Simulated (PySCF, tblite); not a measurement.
# C4H8OSSi: geometry, infrared bands and NMR shifts

Wanted: the infrared bands and NMR shifts of C4H8OSSi (`COCC1=C[SiH2]S1`), by calculation.

The runs use tblite 0.8.0 and PySCF 2.14.0, with density-fitted response routines of our own; the level of theory stands in each step. All values are computed, except where a source is named. Atoms count from 0, in the outputs and in this text.

## 1. The molecule as given

15 atoms, charge 0, multiplicity 1; geometry from: force field or distance geometry start.

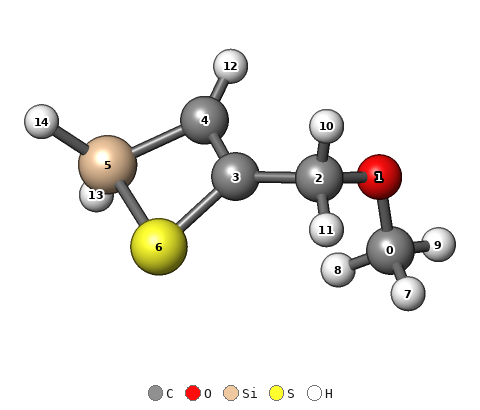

The starting geometry (carbon grey, oxygen red, silicon light orange, sulfur yellow, hydrogen white), atoms numbered.

## 2. Relaxing the molecule with GFN2-xTB

What the job is given:

```
{"job": {"kind": "relax", "xc": "GFN2-xTB", "basis": "xTB"}, "charge": 0, "multiplicity": 1}
C     -2.257600    -0.121800    -0.634700
O     -1.864000     0.030600     0.710700
C     -0.820400     0.998300     0.878800
C      0.580000     0.392300     0.463600
C      1.222200    -0.700500     0.999700
Si     2.738300    -0.706100    -0.064700
S      1.702100     0.974200    -0.796400
H     -2.642400     0.833900    -1.020100
H     -1.437400    -0.482300    -1.255400
H     -3.076200    -0.858300    -0.665900
H     -0.795300     1.279400     1.931900
H     -1.052700     1.901500     0.296400
H      0.905600    -1.371800     1.796900
H      2.809200    -1.823100    -1.039500
H      3.984200    -0.338300     0.664500
```

Launch:

```
OMP_NUM_THREADS=1 python probes_run.py task.json out
```

This one command runs all jobs of the session in turn.

**Question.** This job is followed by: GFN2-xTB harmonic vibrations, gas phase; GIAO PBE0/pcSseg-1 NMR shielding, non-relativistic, gas phase. What will the session give for the following? strongest single infrared mode (GFN2-xTB); zero-point energy (GFN2-xTB); 13C shifts against TMS (PBE0/pcSseg-1); 1H shifts against TMS (PBE0/pcSseg-1, means over atoms taken as alike); 17O shifts against H2O (PBE0/pcSseg-1); 29Si shifts against TMS (PBE0/pcSseg-1); 33S shifts against CS2 (PBE0/pcSseg-1).

The runs gave:

```
                                                              quantity                         value
                             strongest single infrared mode (GFN2-xTB)         2335 cm⁻¹, 249 km/mol
                                          zero-point energy (GFN2-xTB)                 67.4 kcal/mol
                                13C shifts against TMS (PBE0/pcSseg-1)  178.8, 114.5, 78.6, 59.1 ppm
1H shifts against TMS (PBE0/pcSseg-1, means over atoms taken as alike)    5.41, 5.37, 4.21, 3.55 ppm
                                17O shifts against H2O (PBE0/pcSseg-1)                      23.4 ppm
                               29Si shifts against TMS (PBE0/pcSseg-1)                     -34.5 ppm
                                33S shifts against CS2 (PBE0/pcSseg-1)                       -46 ppm
```

**Reading.** Relaxing lowered the energy by 0.395 eV in 109 steps; the close pair that moved most is Si5–S6, from 2.105 to 2.221 Å. All 39 modes are real, so the xTB geometry is a minimum. The strongest single mode, at 2335 cm⁻¹, moves mainly H13. Unscaled tight-binding wavenumbers are off by several per cent, some by more. Its intensities can rank the bands wrongly. At PBE0/pcSseg-1: The largest span, 512 ppm, is at S6, where the paramagnetic term is -508 ppm.
